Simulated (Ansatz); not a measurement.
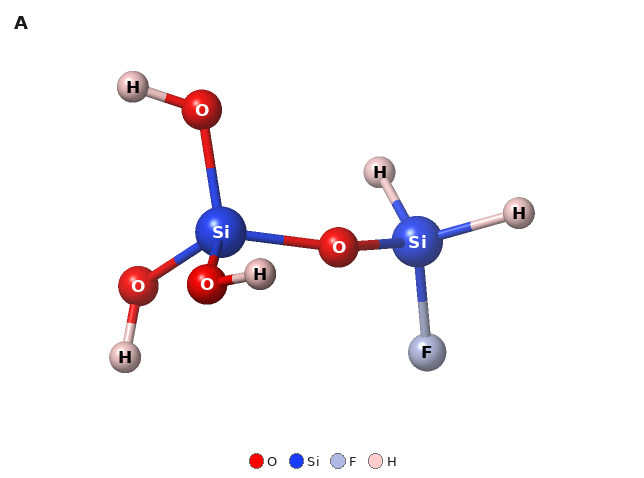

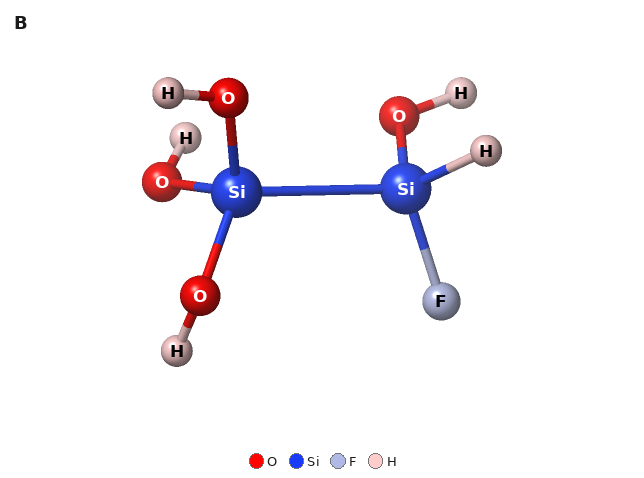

2 stationary structures of one formula. Geometries: PBE0-D4/def2-TZVP. Electronic energies: CCSD(T)/CBS (MP2 limit from def2-TZVPP and def2-QZVPP plus CCSD(T) − MP2) (Ansatz 0.2.0), without zero-point energy. No frequency run is at hand to confirm each as a minimum. Each is one conformer, not always the lowest.

How are they related?

Answer. They are constitutional isomers of FH5O4Si2: A `O[Si](O)(O)O[SiH2]F`, B `O[Si@H](F)[Si](O)(O)O`.

Which structure is the most stable?

Answer. A is lowest; B lies 37.8 kcal/mol above it.
